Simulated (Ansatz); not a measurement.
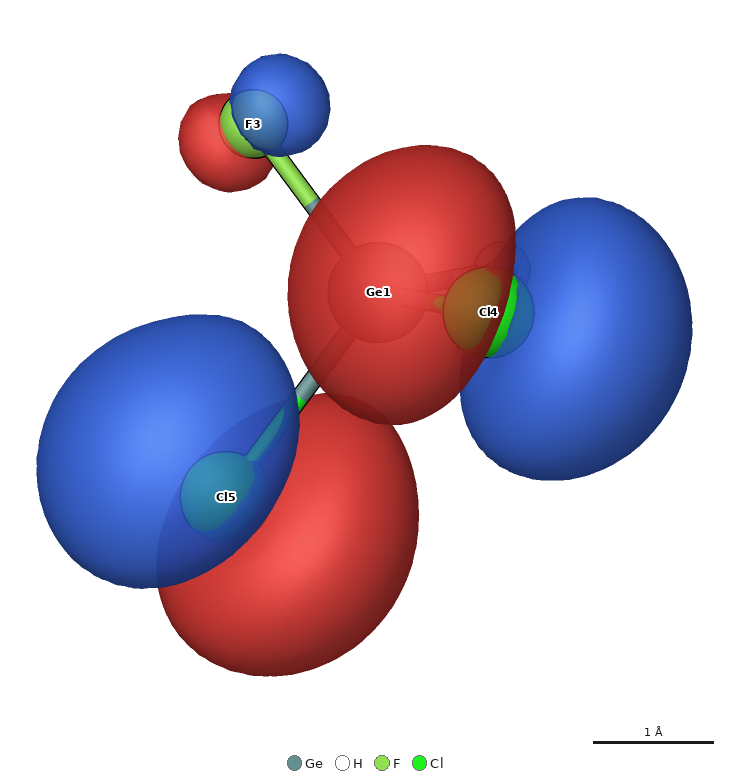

Cl$_{2}$FGeH. The HOMO−1 at ±0.08 Å⁻³ᐟ² (blue and red are the two phases), seen at an oblique angle.

Method: RKS BLYP-D4/def2-mTZVP (Ansatz).

```yaml
atoms:
  - { symbol: Ge, position_ang: [0.1822, 0.0000, 0.2279] }
  - { symbol: H, position_ang: [0.1845, 0.0000, 1.7660] }
  - { symbol: F, position_ang: [1.8452, 0.0000, -0.3452] }
  - { symbol: Cl, position_ang: [-0.7635, 1.7758, -0.5819] }
  - { symbol: Cl, position_ang: [-0.7635, -1.7758, -0.5819] }
```

Where does this orbital lie, and at what energy?

Answer. It lies mainly on Cl4 (about 45 %) and Cl5 (about 45 %); largely a combination of lone pairs on Cl4 and Cl5. Its energy is −8.18 eV.
